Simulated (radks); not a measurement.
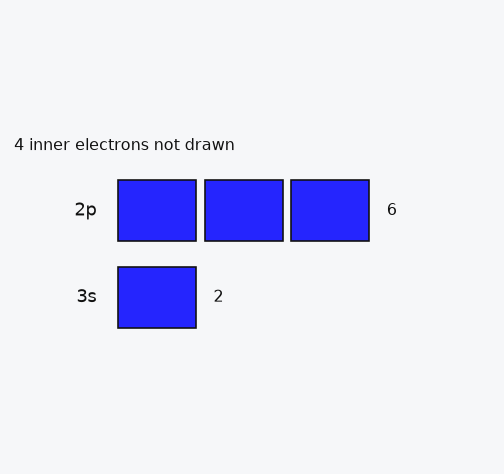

The outer shells as the input fills them: a box for each of the 2l + 1 orbitals, shaded by the share of the shell that is filled, with the electron count at the right.

## Run report: P³⁺, atomic calculation

System: P³⁺, configuration [Ne] 3s2.
Method: scalar-relativistic Kohn-Sham, SCAN, spin-polarised, spherical densities, finite nucleus (radks).

Outcome:

- outcome: not converged
- total energy: −339.920294 hartree
- kinetic energy: 341.076054 hartree
- electron–nucleus energy: −793.995751 hartree
- Hartree energy: 135.214850 hartree
- exchange–correlation energy: −22.215447 hartree
- SCF iterations: 170
- hardware: 1 CPU thread, shared host
- wall time: 1.1 s

What went wrong:

The run did not meet its convergence test in 170 iterations, so its last values are not results.

Input:
```
Z 15
configuration [Ne] 3s2
relativity scalar-relativistic
functional scan,scan
spin polarised
nucleus finite rms 3.1889 fm
c 137.035999084
```

Energies in input and log are in hartree, lengths in bohr (the nuclear radius in fm).

The program's output:
```
1s      1   1.0000         -78.51093420
2s      1   1.0000          -7.97329716
2p      1   3.0000          -6.08407014
3s      1   1.0000          -1.68528827
1s      2   1.0000         -78.51093420
2s      2   1.0000          -7.97329716
2p      2   3.0000          -6.08407014
3s      2   1.0000          -1.68528827
Etot -339.9202938988662
Ekin 341.07605425094357
Encl -793.9957507521241
Eh 135.2148498587398
Exc -22.215447256425502
err 1.4418480148950897e-05
it 170
```
